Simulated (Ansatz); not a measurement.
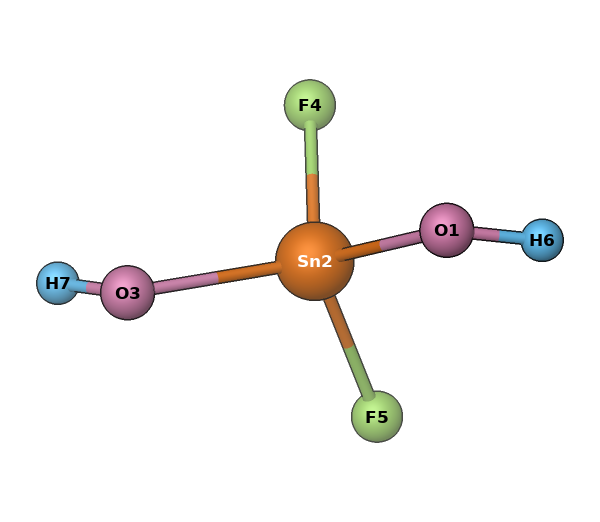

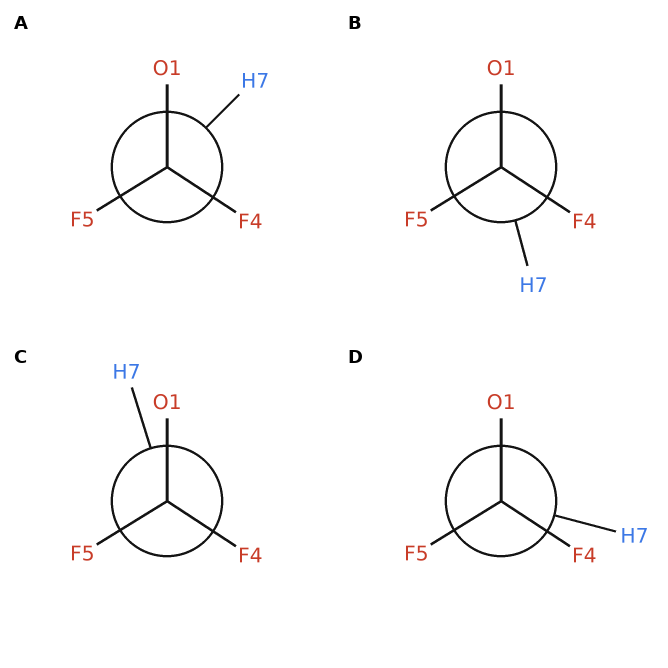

Depth is shown by fading: the farther an atom, the more it takes the colour of the background. Bonds that would overlap in a projection are set slightly apart. Computed geometry: PBE-D4/def2-SVP optimisation. No frequency run is at hand to confirm it as a minimum.

**Which Newman projection shows the view along Sn2–O3, with Sn2 in front?**

B. The torsion angle F4–Sn2–O3–H7 is 42°, synclinal (gauche).
